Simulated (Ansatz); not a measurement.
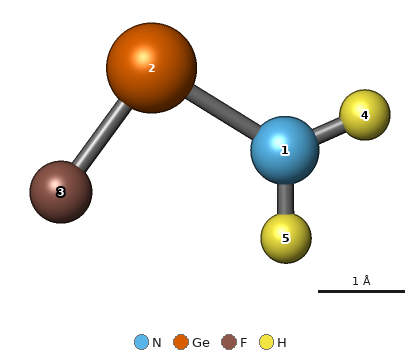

*The structure as given in the input (ball-and-stick view, seen at a tilt; atoms are numbered from 1 in the order of the input). Sticks mark near contacts.*

# Nudged elastic band of GeNH₂F

The run: nudged elastic band of GeNH₂F. Method and program: RKS BLYP-D4/def2-SVP (Ansatz 0.2.0).

It belongs to a series of runs on one base structure; here: band between the two ends. Figures and captions count atoms from 1; the log counts them from 0 in places.

Input:
```yaml
crystal:
  periodic: [false, false, false]
  atoms:
    - { symbol: "N", position_ang: [-0.486816, 0.354171, -0.205919] }
    - { symbol: Ge, position_ang: [0.447289, -0.311512, 1.241087] }
    - { symbol: F, position_ang: [1.625625, -1.22458, 0.239951] }
    - { symbol: H, position_ang: [-1.303138, 0.970517, -0.139065] }
    - { symbol: H, position_ang: [-0.23296, 0.137804, -1.177354] }
basis:
  gaussian: { orbitals: def2-SVP }
hamiltonian:
  xc: blyp
  dispersion: d4
neb:
  order_check: false
  images: 7
  f_tol: 0.03
  max_iterations: 60
  initial_path: idpp
  final_atoms:
    - { symbol: "N", position_ang: [-0.48735096, 0.35369134, -0.20586302] }
    - { symbol: Ge, position_ang: [0.44472136, -0.31438631, 1.24132004] }
    - { symbol: F, position_ang: [1.62761882, -1.2212825, 0.23988927] }
    - { symbol: H, position_ang: [-0.22958728, 0.14076156, -1.17695104] }
    - { symbol: H, position_ang: [-1.30540194, 0.96761591, -0.13969524] }
```

Machine: 1 thread of Arm Neoverse V2, 24 GiB of memory available, shared host.

Launch command:
```bash
ansatz run input.yaml --threads 1 --pin off --max-ram 2048MiB --backend cpu --events-out ev --progress --plain --runs-dir out
```

Log:
```
Engine: ansatz 0.2.0, aarch64-unknown-linux-gnu
Functional definition: BLYP
  parameter beta = 0.0042
  parameter a = 0.04918
  parameter b = 0.132
  parameter c = 0.2533
  parameter d = 0.349
  exchange = b88_x(beta = beta)
  correlation = lyp_c(a = a, b = b, c = c, d = d)
787 factors; their error is unknown
mean field evaluation 1: about -60738.3760 eV, gradient 7.7e1 eV
mean field evaluation 2: about -60669.4455 eV, gradient 1.6e2 eV
mean field evaluation 4: about -60748.0374 eV, gradient 2.7e1 eV
mean field evaluation 8: about -60749.7283 eV, gradient 8.4e-2 eV
mean field evaluation 16: about -60749.6692 eV, gradient 1.0e-5 eV
mean field -60749.66922034 eV, -2232.5091662429 hartree, gradient 1.0e-5 eV, S^2 0.000000; 0 other end points of the search recorded, 0 dependent functions left out
the calculation of the forces begins
reference -60749.66947431 eV, -2232.5091755760 hartree; 25, 25 occupied and 45, 45 virtual orbitals, 787 factors
787 factors; their error is unknown
mean field evaluation 32: about -60749.6692 eV, gradient 7.4e-5 eV
mean field -60749.66921366 eV, -2232.5091659974 hartree, gradient 1.0e-5 eV, S^2 0.000000; 0 other end points of the search recorded, 0 dependent functions left out
[... from here on the field's lines of each further geometry are left out, up to the last ...]
NEB iter   1: max|band force component| = 7.352e-1 eV/Å  barrier→ = 0.8358 eV  barrier← = 0.8358 eV  Δτ_max = 0.1898 Å  (241 SCF iters)
NEB iter   2: max|band force component| = 5.241e-1 eV/Å  barrier→ = 0.7656 eV  barrier← = 0.7656 eV  Δτ_max = 0.1688 Å  (221 SCF iters)
NEB iter   3: max|band force component| = 4.049e-1 eV/Å  barrier→ = 0.6943 eV  barrier← = 0.6943 eV  CI = image 4  Δτ_max = 0.1035 Å  (222 SCF iters)
NEB iter   4: max|band force component| = 2.526e-1 eV/Å  barrier→ = 0.6672 eV  barrier← = 0.6672 eV  CI = image 4  Δτ_max = 0.0580 Å  (202 SCF iters)
NEB iter   5: max|band force component| = 1.645e-1 eV/Å  barrier→ = 0.6574 eV  barrier← = 0.6574 eV  CI = image 4  Δτ_max = 0.0218 Å  (205 SCF iters)
NEB iter   6: max|band force component| = 6.261e-2 eV/Å  barrier→ = 0.6563 eV  barrier← = 0.6563 eV  CI = image 4  Δτ_max = 0.0077 Å  (207 SCF iters)
the calculation of the forces begins
reference -60749.57616700 eV, -2232.5057465957 hartree; 25, 25 occupied and 45, 45 virtual orbitals, 787 factors
787 factors; their error is unknown
mean field evaluation 576: about -60749.0749 eV, gradient 6.1e-2 eV
mean field -60749.01513817 eV, -2232.4851291663 hartree, gradient 2.6e-5 eV, S^2 0.000000; 1 other end points of the search recorded, 0 dependent functions left out
the calculation of the forces begins
reference -60749.01539114 eV, -2232.4851384628 hartree; 25, 25 occupied and 45, 45 virtual orbitals, 787 factors
NEB iter   7: max|band force component| = 1.330e-2 eV/Å  barrier→ = 0.6561 eV  barrier← = 0.6561 eV  CI = image 4  Δτ_max = 0.0000 Å  (397 SCF iters)
```

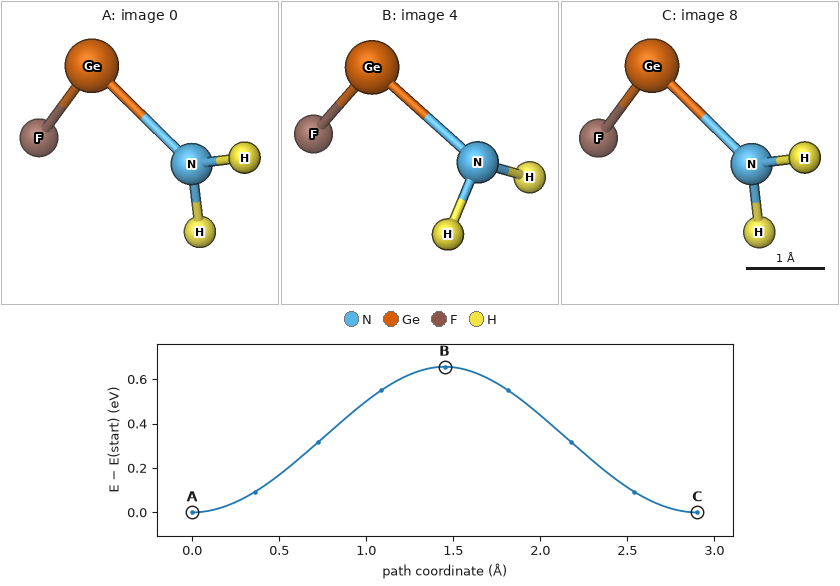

*Images of the last band (counted from 0; ball-and-stick, seen at a tilt) above the energy along the path; the line is a cubic interpolation that uses the forces.*

The highest image is number 4, 0.656 eV above the start and 0.656 eV above the end (the climbing image); start and end have the same energy. The path is 2.90 Å long. The band converged in 7 iterations.

```
Total energy: -60749.17970067 eV, -2232.4911767266 hartree
Atom 0 at    -0.810392     0.220852    -0.185740 Å, force     0.012781     0.002664     0.002795 eV/Å
Atom 1 at     0.228192    -0.570301     1.193191 Å, force    -0.002917     0.000591    -0.003912 eV/Å
Atom 2 at     1.871973    -0.576992     0.454741 Å, force    -0.004110     0.000357    -0.000377 eV/Å
Atom 3 at    -0.474477     1.167991    -0.433606 Å, force    -0.006229    -0.006792    -0.001806 eV/Å
Atom 4 at    -0.765296    -0.315150    -1.069886 Å, force     0.000475     0.003180     0.003301 eV/Å
Dipole moment:    -0.158431     0.058217    -0.063402 e Å
this run last wrote the band of iteration 7 to [file]
```

The last band as extended XYZ (Å, eV, eV/Å):
```
5
Properties=species:S:1:pos:R:3:forces:R:3 image=0 energy=-60749.83557
N    -0.4868    0.3542   -0.2059   -0.0040   0.0030   0.0003
Ge    0.4473   -0.3115    1.2411   -0.0037   0.0028  -0.0022
F     1.6256   -1.2246    0.2400    0.0036  -0.0028  -0.0013
H    -1.3031    0.9705   -0.1391    0.0037  -0.0029  -0.0001
H    -0.2330    0.1378   -1.1774    0.0004  -0.0002   0.0034
5
Properties=species:S:1:pos:R:3:forces:R:3 image=1 energy=-60749.74197
N    -0.5860    0.2505   -0.2164    0.1394   0.0721  -0.0075
Ge    0.3808   -0.3594    1.2419    0.1042   0.1565   0.0327
F     1.7070   -1.1010    0.2867   -0.0907  -0.2035  -0.0276
H    -1.1132    1.1282   -0.1702   -0.2919  -0.1169   0.0134
H    -0.3386    0.0080   -1.1834    0.1390   0.0917  -0.0109
5
Properties=species:S:1:pos:R:3:forces:R:3 image=2 energy=-60749.51825
N    -0.6970    0.1894   -0.2124    0.1617  -0.0010  -0.0173
Ge    0.3261   -0.4028    1.2379    0.1166   0.2561   0.0645
F     1.7836   -0.9285    0.3292   -0.0970  -0.3094  -0.0609
H    -0.9006    1.1972   -0.2345   -0.4266  -0.0548   0.0573
H    -0.4622   -0.1289   -1.1615    0.2454   0.1091  -0.0436
5
Properties=species:S:1:pos:R:3:forces:R:3 image=3 energy=-60749.28473
N    -0.7798    0.1841   -0.1996    0.0546  -0.0485  -0.0198
Ge    0.2734   -0.4751    1.2240    0.0590   0.2177   0.0804
F     1.8394   -0.7478    0.3810   -0.0493  -0.2431  -0.0784
H    -0.6807    1.2050   -0.3241   -0.2978   0.0201   0.0720
H    -0.6023   -0.2397   -1.1226    0.2336   0.0538  -0.0542
5
Properties=species:S:1:pos:R:3:forces:R:3 image=4 energy=-60749.17945
N    -0.8104    0.2209   -0.1857    0.0128   0.0027   0.0028
Ge    0.2282   -0.5703    1.1932   -0.0029   0.0006  -0.0039
F     1.8720   -0.5770    0.4547   -0.0041   0.0004  -0.0004
H    -0.4745    1.1680   -0.4336   -0.0062  -0.0068  -0.0018
H    -0.7653   -0.3151   -1.0699    0.0005   0.0032   0.0033
5
Properties=species:S:1:pos:R:3:forces:R:3 image=5 energy=-60749.28434
N    -0.7604    0.2572   -0.1888    0.0782   0.0450   0.0200
Ge    0.2036   -0.6631    1.1508   -0.0257  -0.2173  -0.1073
F     1.8891   -0.4377    0.5620    0.0375   0.2251   0.1221
H    -0.3074    1.1065   -0.5588    0.2051  -0.0765  -0.1025
H    -0.9749   -0.3365   -1.0064   -0.2951   0.0238   0.0677
5
Properties=species:S:1:pos:R:3:forces:R:3 image=6 energy=-60749.51794
N    -0.6729    0.2522   -0.2201    0.1587  -0.0255  -0.0354
Ge    0.1954   -0.7318    1.1130    0.0138  -0.2563  -0.1439
F     1.8885   -0.3156    0.6793    0.0189   0.2731   0.1841
H    -0.1694    1.0143   -0.6926    0.2009  -0.1270  -0.1307
H    -1.1916   -0.2927   -0.9208   -0.3924   0.1357   0.1260
5
Properties=species:S:1:pos:R:3:forces:R:3 image=7 energy=-60749.74189
N    -0.5821    0.1986   -0.2783    0.1085  -0.0914  -0.0688
Ge    0.2004   -0.7951    1.0758    0.0348  -0.1599  -0.1000
F     1.8745   -0.2172    0.7832   -0.0098   0.1794   0.1342
H    -0.0622    0.9045   -0.8135    0.0966  -0.1039  -0.0885
H    -1.3805   -0.1645   -0.8085   -0.2302   0.1758   0.1231
5
Properties=species:S:1:pos:R:3:forces:R:3 image=8 energy=-60749.83557
N    -0.4874    0.3535   -0.2060    0.0005  -0.0002   0.0028
Ge    0.4451   -0.3134    1.2414   -0.0038   0.0026  -0.0014
F     1.6277   -1.2211    0.2403    0.0035  -0.0024  -0.0011
H    -0.2300    0.1399   -1.1770   -0.0005   0.0001  -0.0001
H    -1.3055    0.9675   -0.1400    0.0004  -0.0001  -0.0002
```

Results in brief:

```json
{"quantity": "outcome", "value": "converged"}
{"quantity": "barrier, forward", "value": "0.656 eV"}
{"quantity": "barrier, backward", "value": "0.656 eV"}
{"quantity": "wall time", "value": "69 s"}
{"quantity": "peak memory", "value": "0.12 GiB"}
```

Notes:

The order of the saddle point was not checked.
